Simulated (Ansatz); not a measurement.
Input

```
crystal:
  periodic: [false, false, false]
  atoms:
    - { symbol: "N", position_ang: [0.2366, 1.8197, -1.3011] }
    - { symbol: C, position_ang: [0.7299, 0.7844, -0.9217] }
    - { symbol: C, position_ang: [1.2627, -0.3207, -0.5309] }
    - { symbol: O, position_ang: [0.7491, -1.184, 0.381] }
    - { symbol: Al, position_ang: [-1.0118, -0.9833, 1.1553] }
    - { symbol: H, position_ang: [-0.7586, 2.1436, -0.9626] }
    - { symbol: H, position_ang: [2.3035, -0.5727, -0.8905] }
    - { symbol: H, position_ang: [-1.8574, 0.3278, 0.8249] }
    - { symbol: H, position_ang: [-1.5655, -2.061, 2.2286] }
basis:
  gaussian:
    orbitals: def2-SVP
hamiltonian:
  xc: pbe
output:
  orbitals: {}
```

Command:

```sh
python run_energy.py
```

Theory: SCF PBE, Gaussian basis in Ansatz 0.2.0.

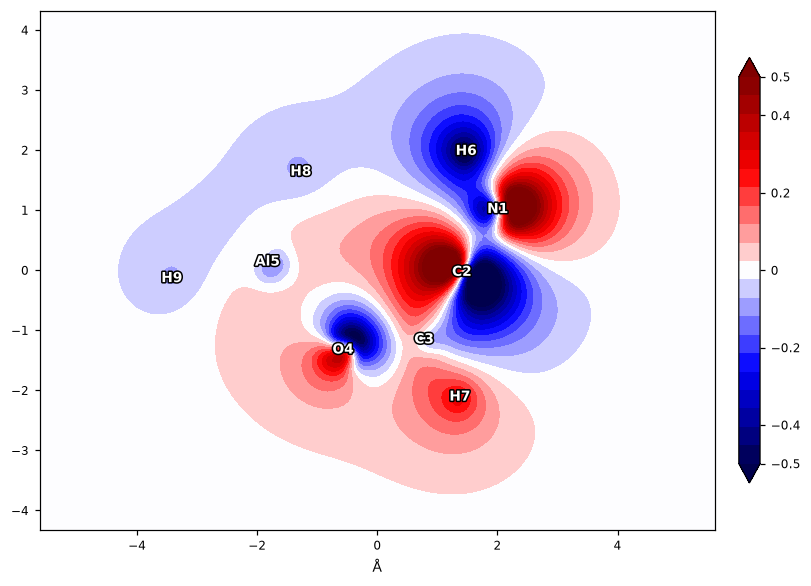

C2H4AlNO (SMILES N=C=C[O][AlH2]). One frontier orbital on the molecular plane (values in Å⁻³ᐟ²; the overall sign is arbitrary).

**Which orbital is it: HOMO or LUMO?**

The LUMO, at −3.14 eV. It lies mainly on C2 (about 35 %), N1 (about 25 %), H6 (about 10 %), C3 (about 10 %) and O4 (about 5 %); it is symmetric in the molecular plane (an in-plane orbital: σ, lone-pair or in-plane π type).
